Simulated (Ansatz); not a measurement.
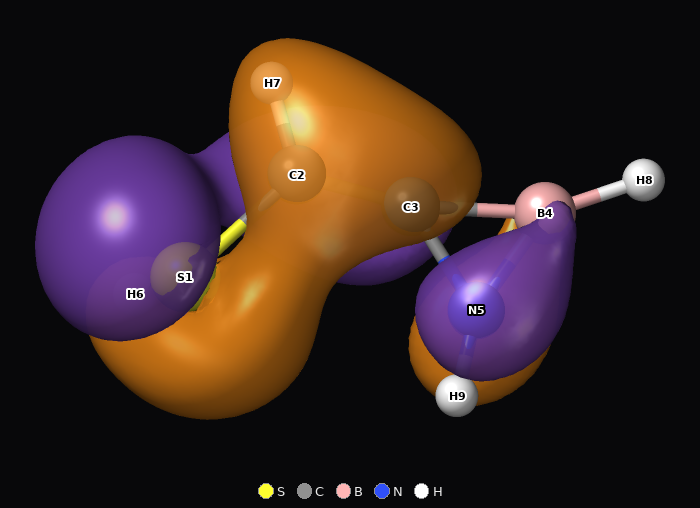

The picture shows: C₂H₄BNS (SMILES SC=C1BN1). The HOMO at ±0.08 Å⁻³ᐟ² (orange and purple are the two phases), seen at a tilt.

Geometry: PBE0-D4/def2-TZVP.

Method: Ansatz, RKS PBE0-D4/def2-TZVPP.

Input

```
crystal:
  periodic: [false, false, false]
  atoms:
    - {symbol: S, position_ang: [-0.892683, 1.053793, 1.814770]}
    - {symbol: C, position_ang: [0.448024, 0.826201, 0.693511]}
    - {symbol: C, position_ang: [0.426486, -0.150129, -0.204559]}
    - {symbol: B, position_ang: [0.723374, -1.154381, -1.295408]}
    - {symbol: N, position_ang: [-0.468435, -1.131470, -0.621459]}
    - {symbol: H, position_ang: [-1.409585, 2.182705, 1.293329]}
    - {symbol: H, position_ang: [1.330121, 1.442215, 0.806892]}
    - {symbol: H, position_ang: [1.332675, -1.706848, -2.142365]}
    - {symbol: H, position_ang: [-1.401376, -1.408287, -0.361813]}
basis:
  gaussian: {orbitals: def2-TZVPP}
hamiltonian: {xc: pbe0, dispersion: d4}
output: {orbitals: {seedname: orbitals}}
```

Command:

```sh
ansatz run in.yaml --threads 2 --pin off --events-out ev --progress --plain --max-ram 4352MiB
```

Q: What is the character of this orbital?

A: By Hirshfeld shares it lies mainly on S1 (about 35 %), C2 (about 25 %), C3 (about 15 %) and N5 (about 10 %). Its energy is −6.34 eV.
